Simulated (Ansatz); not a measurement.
# Static equation of state of amorphous polyoxymethylene (as short chains C9O8H20), from a frame at 400 K, (111 atoms)

Density of this cell: 1.23 g/cm³. The cell holds 111 atoms: 27 C, 24 O and 60 H. Its edges and angles: a = 10.813 Å, b = 9.977 Å, c = 9.726 Å, α = 87.7°, β = 91.9°, γ = 97.0°. The starting structure: 3 polyoxymethylene chains of 7 units with methyl end groups placed at random, at 1.24 g/cm³; overlaps pushed apart, then 20 ps at 800 K with MMFF94 bonds, angles, torsions, charges and radii (Halgren, J. Comput. Chem. 17, 490 (1996)) in harmonic and 12-6 forms. Snapshot after 30 ps at 400 K and fixed volume.

Calculated with Ansatz 0.2.0: Kohn-Sham DFT, PBE+D4, PAW (set soft_2), plane waves; cutoff 420 eV, Γ point, fermi-dirac smearing of 0.025 eV. Cell and atoms were relaxed first, to V0 = 9.3708 Å³ an atom at a residual P0 = -0.004 GPa. The cell was then scaled evenly, and the atoms were relaxed at each volume.

| volume (Å³/atom) | pressure (GPa) |
| --- | --- |
| 8.4337 | ? |
| 8.8086 | 0.3900 |
| 9.0897 | 0.1767 |
| 9.6519 | -0.1525 |
| 9.9331 | -0.2759 |

Task: Fit the third-order Birch–Murnaghan equation to the rows given and extrapolate to the withheld row.

Worked fit:

Take the Eulerian strain f = ½[(V0/V)^(2/3) − 1] and the normalised pressure F = (P − P0) / [3f(1 + 2f)^(5/2)]. The third-order Birch–Murnaghan equation is then the line F = B0 + (3/2)B0(B′ − 4) f, so u = f and v = F.

```
      u = f  v = F (GPa)
  0.0210562      5.62406
  0.0102566      5.57898
-0.00975645      5.33267
 -0.0190506      5.24454
```

With n = 4: mean u = 6.2645e-4, mean v = 5.44506, Σ(u − ū)² = 0.0010051, Σ(u − ū)(v − v̄) = 0.010059. Slope b = 0.010059 / 0.0010051 = 10.008; intercept a = v̄ − b ū = 5.4388.

So B0 = a = 5.44 GPa and B′ = 4 + 2b/(3a) = 5.23. At the withheld volume f = 0.03638, F = a + b f = 5.803 GPa, and P = P0 + 3f(1 + 2f)^(5/2) F.

Prediction at 8.4337: 0.7511 GPa. The run gave 0.9005 GPa, so the fit is low by 0.15 GPa (17 % of the value).

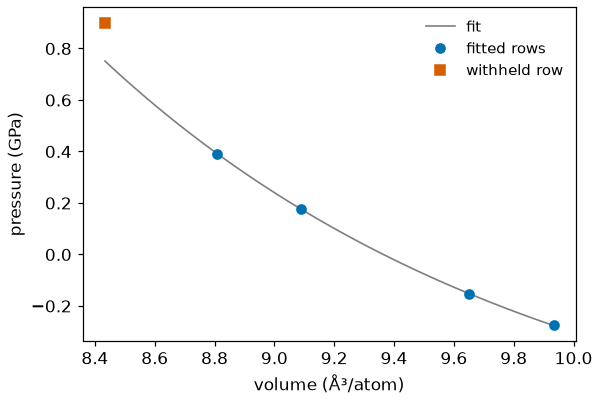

The fit, the rows that it rests on and the withheld row.

The series isn't one smooth equation of state: even a line fitted to all rows, the withheld one included, misses F by up to 8.4 %. B0 and B′ are then only the numbers of this fit, not moduli of the material. Among the rows given, the largest miss of the fit is at 8.8086, by 0.0018 GPa (0.15 % of the range of the table).

Limits: Static cells at zero temperature; the cell shape is held. The program notes that the SCF threshold of these relaxations is loose for the stress. The network of contacts between molecules at the start is that of the classical potential that made the cell, and needn't be the one that DFT or experiment would give. Only the Γ point is sampled, in a cell whose shortest periodic width is 10 Å.

[Logs are printed without paths, hosts, clocks, repeated set-up lines and the standing remarks that a program may print on its own settings, such as how far it seeks lower states.]

[Hosts, paths, dates, database ids (printed as entryN), source tags and the programs' standing remarks are cut or masked in the printed files.]

[The MMFF94 radii named for the starting cell were scaled by 0.96; in molecules described by MMFF94, hydrogen bound to N, O or S took a small fixed 12-6 site in their place.]
